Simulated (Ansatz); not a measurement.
# doublet [As4]+: levels of theory compared

Wanted: a comparison of 4 runs (UHF/3-21G, U-revPBE/cc-pVDZ, UB3LYP/cc-pVDZ, UBHLYP/cc-pVDZ) of doublet [As4]+. 

The results are computed with Ansatz 0.2.0.

24 further runs of the same task are left out: 7 that didn't finish, 17 set aside as unsound or not needed. Runs told in other sessions of the task aren't counted.

## (1) The molecule

The species is [As4]+ (4 atoms), meant as a doublet with charge +1. As SMILES of the parent species, `[As]12[As]3[As]1[As]23`. The shape is that of a PBE0-D4/def2-TZVP optimisation. That shape belongs to the parent species and isn't relaxed for this state.

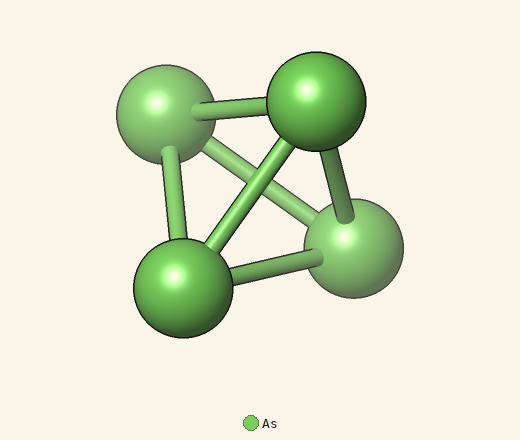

Viewed from a chosen angle; arsenic green.

## (2) A single-point energy at UHF/3-21G (run 1)

The input, molecule.yaml:

```yaml
crystal:
  periodic: [false, false, false]
  atoms:
    - {symbol: As, position_ang: [0.408230, -1.037610, 0.980150]}
    - {symbol: As, position_ang: [-0.244980, 1.281220, 0.708840]}
    - {symbol: As, position_ang: [-1.243230, -0.430680, -0.687660]}
    - {symbol: As, position_ang: [1.079970, 0.187070, -1.001320]}
basis:
  gaussian: {orbitals: 3-21G-spherical.json}
total_charge: 1
magnetization: {spin_polarized: true, initial_magnetization: 1}
hamiltonian: {xc: hf}
accuracy: high
output: {orbitals: {seedname: orbitals}}
```

The basis set 3-21G is read from a file made from the Basis Set Exchange's data (not shown).

On the command line:

```
$ ansatz run molecule.yaml --threads 1 --pin off --max-ram 3480MiB --events-out events.jsonl --progress --plain --runs-dir runs
```

Output:

```text
Warning: RAYON_NUM_THREADS=1 ignored (pool sized by the plan → 1); use --threads N
Functional definition: HF
  name "HF"
  exchange = exact_x
  correlation = 0
1412 factors; integrals over basis functions are off by at most 3.9e-9 eV
mean field evaluation 1: about -242000.8637 eV, gradient 6.6e0 eV
mean field evaluation 2: about -242000.9096 eV, gradient 6.6e0 eV
mean field evaluation 4: about -242001.3806 eV, gradient 6.4e-1 eV
mean field evaluation 8: about -242001.3985 eV, gradient 2.5e-2 eV
mean field evaluation 16: about -242001.3978 eV, gradient 4.4e-3 eV
mean field evaluation 32: about -242001.3984 eV, gradient 4.0e-7 eV
mean field evaluation 64: about -242001.3976 eV, gradient 4.4e-3 eV
mean field evaluation 96: about -241998.1704 eV, gradient 1.4e1 eV
mean field evaluation 128: about -242001.3972 eV, gradient 8.9e-4 eV
mean field evaluation 160: about -242001.3969 eV, gradient 1.8e-2 eV
mean field evaluation 192: about -242001.3900 eV, gradient 2.1e-1 eV
mean field evaluation 224: about -242001.3956 eV, gradient 1.0e-1 eV
mean field evaluation 256: about -242001.3852 eV, gradient 2.3e-1 eV
mean field evaluation 288: about -242001.3974 eV, gradient 5.7e-3 eV
mean field evaluation 320: about -242001.3973 eV, gradient 4.1e-3 eV
mean field evaluation 352: about -242001.3947 eV, gradient 5.2e-2 eV
mean field evaluation 384: about -242001.0446 eV, gradient 3.2e0 eV
mean field evaluation 416: about -242001.3972 eV, gradient 1.4e-3 eV
mean field evaluation 448: about -242000.5330 eV, gradient 5.8e-1 eV
mean field -242001.39843718 eV, -8893.3873581271 hartree, gradient 1.5e-8 eV, S^2 0.777387; 7 other end points of the search recorded, 0 dependent functions left out
reference -242001.39843718 eV, -8893.3873581271 hartree; 66, 65 occupied and 22, 23 virtual orbitals, 1412 factors
Total energy: -242001.39843718 eV, -8893.3873581271 hartree
```

Wall time 56 s (1 thread of Intel Xeon Platinum 8559C (Emerald Rapids), shared host); peak memory 0.6 GiB.

## (3) A single-point energy at U-revPBE/cc-pVDZ (run 2)

Changes to molecule.yaml since step 2:

```diff
@@ -8,6 +8,10 @@
 basis:
-  gaussian: {orbitals: 3-21G-spherical.json}
+  gaussian:
+    orbitals: cc-pVDZ
 total_charge: 1
-magnetization: {spin_polarized: true, initial_magnetization: 1}
-hamiltonian: {xc: hf}
+magnetization:
+  spin_polarized: true
+  initial_magnetization: 1
+hamiltonian:
+  xc: {name: revPBE}
 accuracy: high
```

On the command line:

```
$ ansatz run molecule.yaml --threads 1 --pin off --max-ram 3480MiB --events-out events.jsonl --progress --plain --runs-dir runs
```

Output (excerpt; [...] marks lines left out):

```text
Warning: RAYON_NUM_THREADS=1 ignored (pool sized by the plan → 1); use --threads N
Functional definition: revPBE
  name "revPBE"
[...]
2311 factors; integrals over basis functions are off by at most 4.5e-9 eV
[...]
mean field -243337.22975609 eV, -8942.4782536378 hartree, gradient 3.3e-8 eV, S^2 0.752367; 15 other end points of the search recorded, 0 dependent functions left out
reference -243337.22975893 eV, -8942.4782537422 hartree; 66, 65 occupied and 42, 43 virtual orbitals, 2311 factors
Total energy: -243337.22975893 eV, -8942.4782537422 hartree
```

Run time: 1.9 min. Hardware: 1 thread of Intel Xeon Platinum 8559C (Emerald Rapids), shared host; peak memory 0.48 GiB.

## (4) The energy at UB3LYP/cc-pVDZ (run 3)

The input, job.yaml:

```yaml
crystal:
  periodic: [false, false, false]
  atoms:
    - {symbol: As, position_ang: [0.408230, -1.037610, 0.980150]}
    - {symbol: As, position_ang: [-0.244980, 1.281220, 0.708840]}
    - {symbol: As, position_ang: [-1.243230, -0.430680, -0.687660]}
    - {symbol: As, position_ang: [1.079970, 0.187070, -1.001320]}
basis:
  gaussian:
    orbitals: cc-pVDZ
total_charge: 1
magnetization:
  spin_polarized: true
  initial_magnetization: 1
hamiltonian:
  xc: {name: B3LYP}
accuracy: high
output:
  orbitals: {seedname: orbitals}
```

On the command line:

```
$ ansatz run job.yaml --threads 1 --pin off --max-ram 3480MiB --events-out events.jsonl --progress --plain --runs-dir runs
```

Output (excerpt; [...] marks lines left out):

```text
Warning: RAYON_NUM_THREADS=1 ignored (pool sized by the plan → 1); use --threads N
Functional definition: B3LYP
  name "B3LYP"
[...]
2311 factors; integrals over basis functions are off by at most 4.5e-9 eV
[...]
mean field -243360.34639563 eV, -8943.3277744720 hartree, gradient 5.2e-8 eV, S^2 0.753731; 8 other end points of the search recorded, 0 dependent functions left out
reference -243360.34642627 eV, -8943.3277755982 hartree; 66, 65 occupied and 42, 43 virtual orbitals, 2311 factors
Total energy: -243360.34642627 eV, -8943.3277755982 hartree
```

Run time: 2.1 min. Hardware: 1 thread of Intel Xeon Platinum 8559C (Emerald Rapids), shared host; peak memory 1.1 GiB.

## (5) A single-point energy at UBHLYP/cc-pVDZ (run 4)

Changes to molecule.yaml since step 3:

```diff
@@ -8,10 +8,6 @@
 basis:
-  gaussian:
-    orbitals: cc-pVDZ
+  gaussian: {orbitals: cc-pVDZ}
 total_charge: 1
-magnetization:
-  spin_polarized: true
-  initial_magnetization: 1
-hamiltonian:
-  xc: {name: revPBE}
+magnetization: {spin_polarized: true, initial_magnetization: 1}
+hamiltonian: {xc: {name: BHLYP}}
 accuracy: high
```

On the command line:

```
$ ansatz run molecule.yaml --threads 1 --pin off --max-ram 3480MiB --events-out events.jsonl --progress --plain --runs-dir runs
```

Output:

```text
Warning: RAYON_NUM_THREADS=1 ignored (pool sized by the plan → 1); use --threads N
Functional definition: BHLYP
  name "BHLYP"
  parameter a = 0.5
  exchange = (1 - a)*b88_x + a*exact_x
  correlation = lyp_c
2311 factors; integrals over basis functions are off by at most 4.5e-9 eV
mean field evaluation 1: about -243353.1247 eV, gradient 9.3e0 eV
mean field evaluation 2: about -243353.4036 eV, gradient 7.2e0 eV
mean field evaluation 4: about -243353.7262 eV, gradient 5.2e-1 eV
mean field evaluation 8: about -243354.0049 eV, gradient 2.7e-2 eV
mean field evaluation 16: about -243354.0050 eV, gradient 7.3e-4 eV
mean field evaluation 32: about -243354.0053 eV, gradient 3.8e-4 eV
mean field evaluation 64: about -243354.0051 eV, gradient 8.5e-3 eV
mean field -243354.00525629 eV, -8943.0947418993 hartree, gradient 1.5e-8 eV, S^2 0.759573; 5 other end points of the search recorded, 0 dependent functions left out
reference -243354.00527723 eV, -8943.0947426688 hartree; 66, 65 occupied and 42, 43 virtual orbitals, 2311 factors
Total energy: -243354.00527723 eV, -8943.0947426688 hartree
```

Wall time 4.1 min (1 thread of Intel Xeon Platinum 8559C (Emerald Rapids), shared host); peak memory 1.1 GiB.

## (6) Overview of the runs

```csv
run,level,energy (Eh),HOMO energy (eV),LUMO energy (eV),⟨S²⟩,wall time
1,UHF/3-21G,-8893.387358,-14.98,-8.45,0.777,56 s
2,U-revPBE/cc-pVDZ,-8942.478254,-11.50,-11.46,0.752,1.9 min
3,UB3LYP/cc-pVDZ,-8943.327776,-12.25,-10.98,0.754,2.1 min
4,UBHLYP/cc-pVDZ,-8943.094743,-13.26,-9.98,0.760,4.1 min
```

## (7) Results

| quantity | value |
| --- | --- |
| run 4: total energy | -8943.09474 Eh |
| run 4: HOMO energy (highest over α and β) | -13.26 eV |
| run 4: LUMO energy (lowest over α and β) | -9.98 eV |
| run 4: ⟨S²⟩ | 0.760 |

**Reading.** Totals of different functionals can't be ranked against each other. All runs together took 9 min, the longest 4.1 min.
